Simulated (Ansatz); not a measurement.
Stretching the O3–H4 bond in GeH2O (SMILES [OH][GeH]) (multiplicity 1 held, fragments rigid). Energies count from the point at 0.963 Å.
Geometry at that point (charge 0, multiplicity 1):
```xyz
4

Ge    -0.23528    -0.20096     0.24734
H     -1.41086    -0.03172    -0.85874
O      1.02523     0.68083    -0.68890
H      0.73803     1.01575    -1.54508
```

Restricted levels (R-, RO-) in cc, def2 and unpolarised 6-31G sets keep to the state of the molecule at rest. U- levels take the lowest unrestricted solution at each point, which mixes spins at long bonds. Active spaces are followed from a long bond inwards. Levels need not reach the same state.

Frozen-core correlation. Filled d and f shells under p-block atoms count as core.

The values were computed with Ansatz (Gaussian orbitals). Values without a source in brackets are computed.

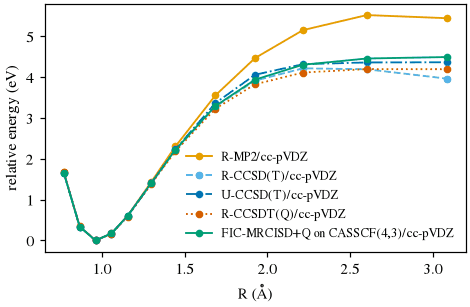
Fig. 1. Relative energy along the coordinate

Doubts at one or more of the structures used: a restricted determinant that unrestricted orbitals would lower (R-MP2/cc-pVDZ, R-CCSD(T)/cc-pVDZ, R-CCSDT(Q)/cc-pVDZ); other coupled-cluster roots lie near (R-CCSD(T)/cc-pVDZ, R-CCSDT(Q)/cc-pVDZ); T1 above 0.05 (R-CCSD(T)/cc-pVDZ, U-CCSD(T)/cc-pVDZ, R-CCSDT(Q)/cc-pVDZ); a spin-contaminated determinant (U-CCSD(T)/cc-pVDZ); the program's own flag: large difference (U-CCSD(T)/cc-pVDZ); active orbitals that take no part (FIC-MRCISD+Q on CASSCF(4,3)/cc-pVDZ).

Ansatz is a program for electronic structure.
